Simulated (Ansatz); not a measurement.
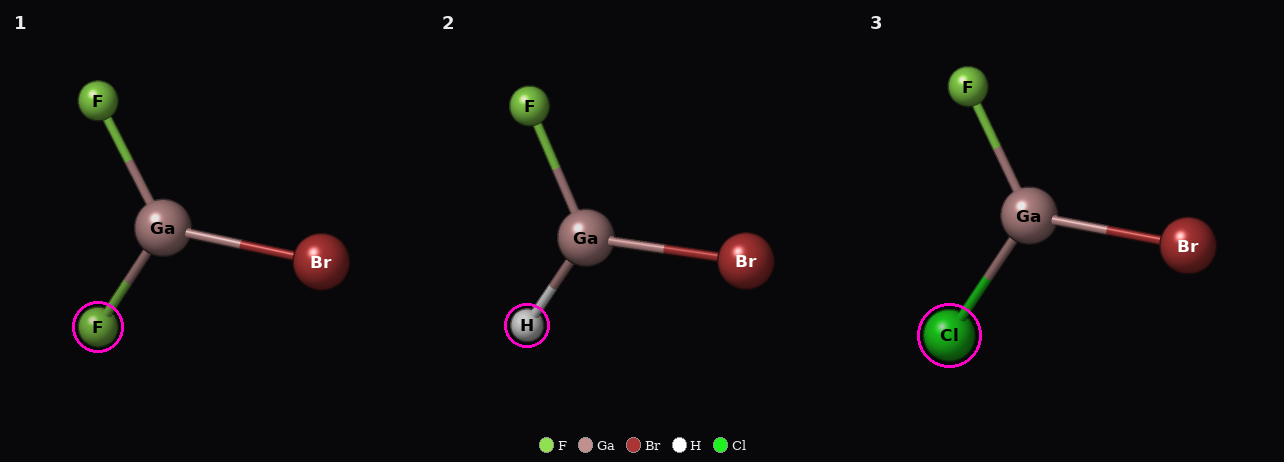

3 molecules with one skeleton, seen from the same side and at one scale; the atom that differs is circled. Charge 0, singlet. Computed geometries: PBE0-D4/def2-TZVP optimisations, one conformation each. Properties computed with Ansatz 0.2.0.

One atom differs, called X below: F in panel 1, H in panel 2, Cl in panel 3. Their formulas are GaBrF2 (`[F][Ga]([F])[Br]`), BrFGaH (`[F][GaH][Br]`), GaBrClF (`[F][Ga]([Cl])[Br]`).

### Rank them by the HOMO–LUMO gap, lowest first (revPBE-D4/def2-TZVPP).

3 (Cl), 1 (F), 2 (H).

### Rank them by the dipole moment, lowest first (ωB97M-V/def2-TZVPP).

3 (Cl), 1 (F), 2 (H).

Give the values. With PBE0-D4/def2-TZVP: length of X–Ga (Å), angle X–Ga–F (°). With revPBE-D4/def2-TZVPP: HOMO energy (Kohn–Sham orbital) (eV), HOMO–LUMO gap (eV). With ωB97M-V/def2-TZVPP: dipole moment (D).

```tsv
quantity	1 (F)	2 (H)	3 (Cl)
length of X–Ga (Å)	1.731	1.543	2.107
angle X–Ga–F (°)	115.9	120.1	117.5
HOMO energy (Kohn–Sham orbital) (eV)	−7.99	−7.41	−7.80
HOMO–LUMO gap (eV)	4.98	5.14	4.90
dipole moment (D)	1.34	2.03	1.01
```
